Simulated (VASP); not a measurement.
Band structure of TiS2 (1T layered). Computed with LDA (Ceperley-Alder, Perdew-Zunger) with spin-orbit coupling, VASP's LDA PAW potentials (set 64) (plane waves; VASP).

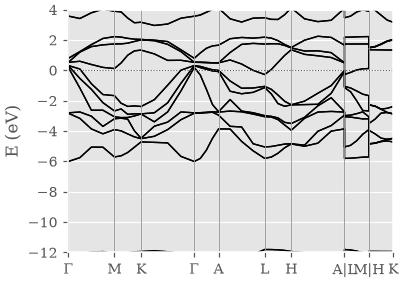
Figure. Bands along high-symmetry lines, zero at the valence-band maximum or, without a gap, the Fermi level

**Question.** Read the plot: is there a gap, and where are the band edges?

**Answer.** It has no gap at this level: it comes out as a metal or semimetal.

The compound is TiS2 in the 1T layered structure. It was relaxed first, which changed the volume by -10 %.
